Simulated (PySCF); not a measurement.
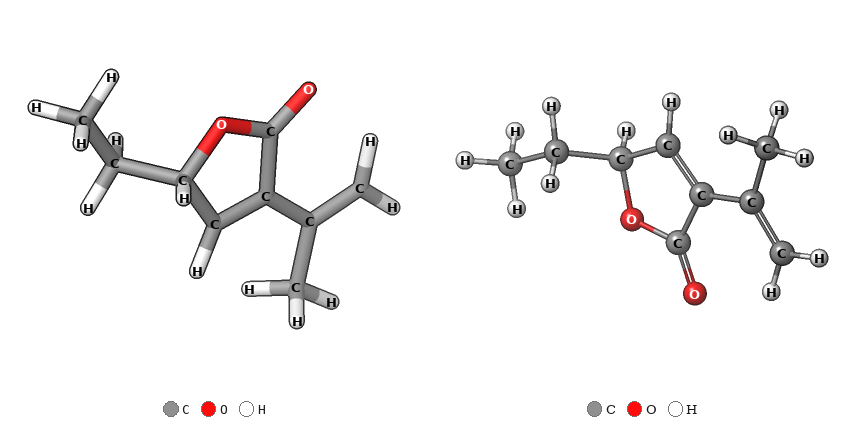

The same structure drawn twice, from different directions.

The computed structure is the end point of a GFN2-xTB optimisation. No frequency run is at hand to confirm it as a minimum.

What does the picture show?

It has 23 atoms: 9 carbon, 12 hydrogen and 2 oxygen (C₉H₁₂O₂). Its SMILES string is `C=C(C)C1=C[C@H](CC)OC1=O`. Independent rings (smallest set): 1 of 5 members. Among its groups: ester, alkene. This geometry has C1 symmetry. Coordination: 5 C trigonal planar; 4 C tetrahedral; 1 O bent.

More results for the same structure follow; atom numbers are the same in all pictures, views and colours differ.

### Geometry

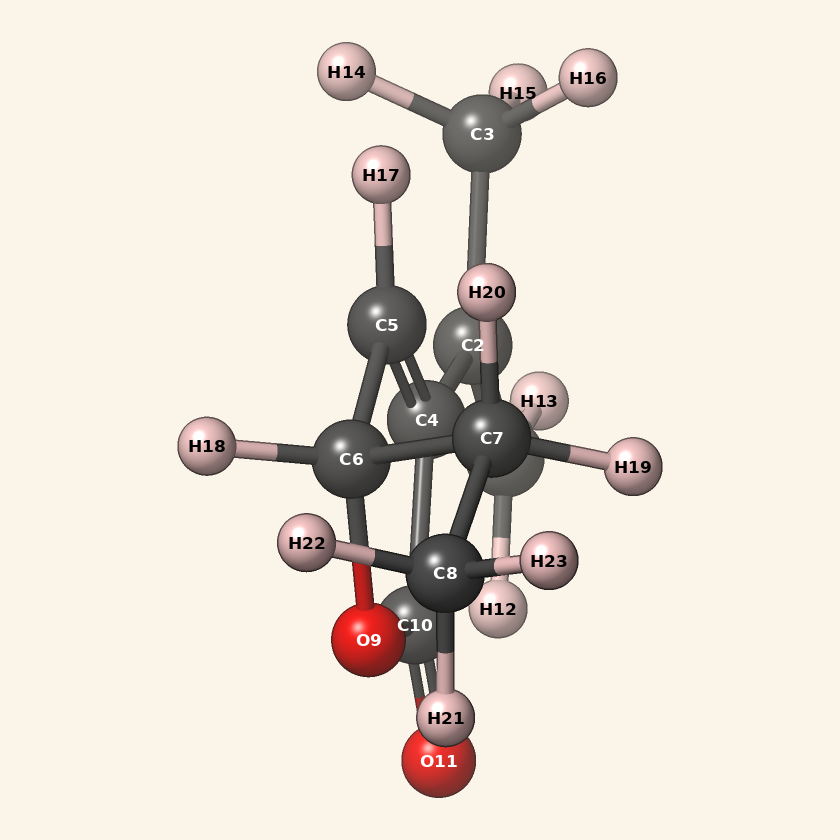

C10 lies behind O9. The molecule seen a little off the O9–C10 bond, O9 in front. Depth is shown by fading: the farther an atom, the more it takes the colour of the background. No frequency run is at hand to confirm it as a minimum.

Question: What is the torsion angle C6–O9–C10–O11? The sign is positive where the front bond must turn clockwise to cover the back bond.

Answer: 179°, antiperiplanar (anti).

### Quadrupole coupling

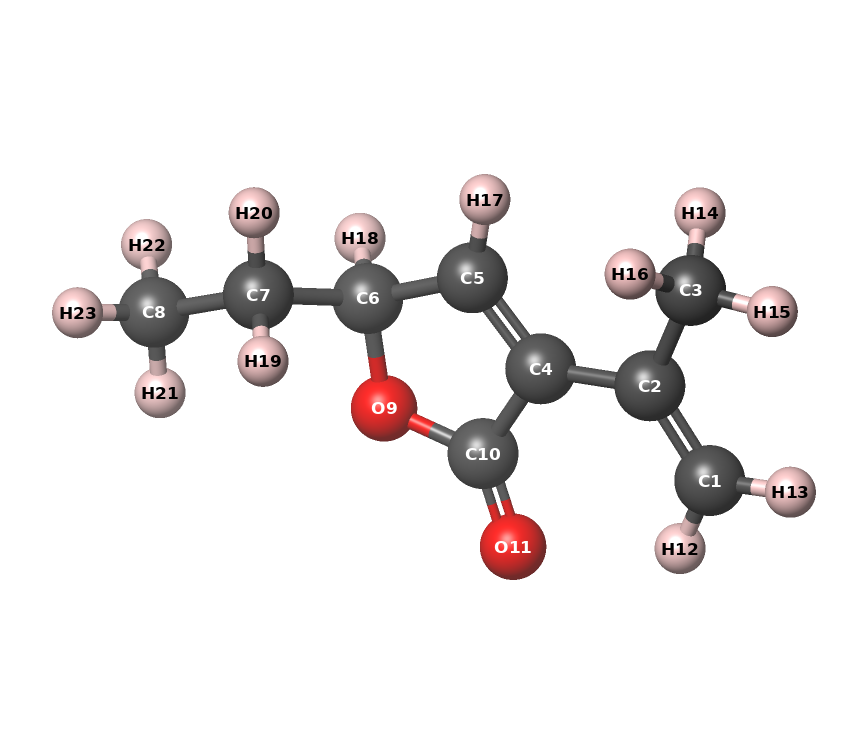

No frequency run is at hand to confirm it as a minimum. Electric field gradients from the ground-state density, PBE0/pcSseg-1 (PySCF 2.14.0), non-relativistic apart from any core potentials.

Give the largest field-gradient component, the quadrupole coupling constant and the asymmetry for 17O at O9 (Q = −25.6 mb), 17O at O11 (Q = −25.6 mb).

| atom | V_zz (a.u.) | e²qQ/h (MHz) | η |
| --- | --- | --- | --- |
| O9 | 1.641 | −9.87 | 0.52 |
| O11 | −1.581 | 9.51 | 0.11 |

### Charges

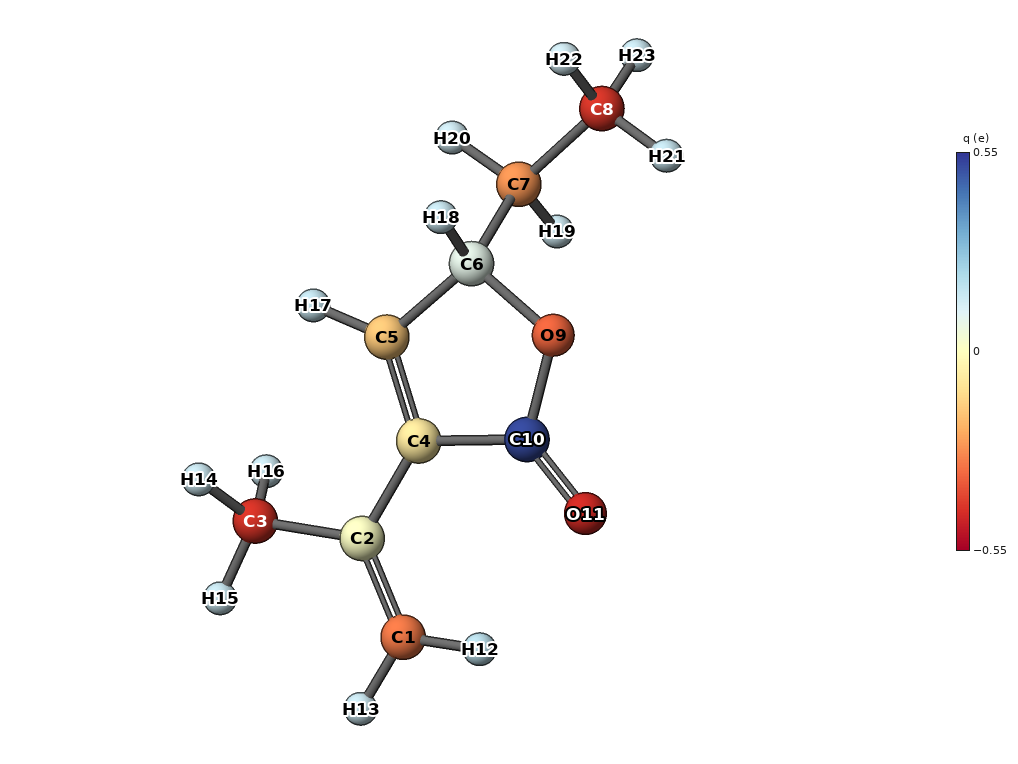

Atoms are coloured by their IAO charges. No frequency run is at hand to confirm it as a minimum. Properties computed with PBE0/pcSseg-1, gas phase (PySCF 2.14.0).

Give the IAO charges atom by atom.

```
atom  value (e)
  C1      −0.30
  C2       0.01
  C3      −0.43
  C4      −0.07
  C5      −0.15
  C6       0.08
  C7      −0.25
  C8      −0.42
  O9      −0.34
 C10       0.51
 O11      −0.44
 H12       0.18
 H13       0.15
 H14       0.15
 H15       0.15
 H16       0.15
 H17       0.16
 H18       0.15
 H19       0.15
 H20       0.14
 H21       0.16
 H22       0.14
 H23       0.15
```

### NMR shielding

The questions are on isotropic NMR shieldings of the O atoms. No frequency run is at hand to confirm it as a minimum. Properties computed with GIAO PBE0/pcSseg-1 NMR shielding, non-relativistic, gas phase (PySCF 2.14.0).

Give the isotropic NMR shieldings of the O atoms atom by atom.

```tsv
atom	σ (ppm)
O9	98.1
O11	−78.2
```

### Electronic properties

No frequency run is at hand to confirm it as a minimum. Method: PBE0/pcSseg-1, gas phase (PySCF 2.14.0).

Computed properties:

- dipole moment: 4.79 D
- HOMO energy (Kohn–Sham orbital): −7.08 eV
- LUMO energy (Kohn–Sham orbital): −1.54 eV
- HOMO–LUMO gap: 5.54 eV
